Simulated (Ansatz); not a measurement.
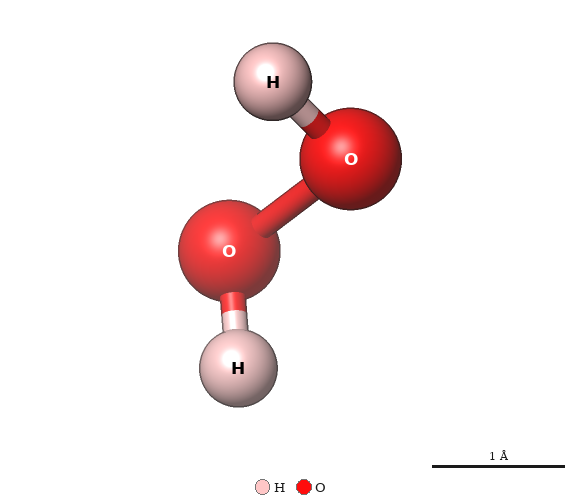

Distant atoms are faded towards the background colour. The geometry was computed by an optimisation with PBE0-D4/def2-TZVP. Masses are those of the most abundant isotopes; constants are for the rigid equilibrium geometry.

Q: What kind of rotor is it, and what are its rotational constants in cm⁻¹?

A: An asymmetric top (C2): A = 10.2, B = 0.911, C = 0.880 cm⁻¹. Ray's parameter κ is −0.99, close to the prolate limit.
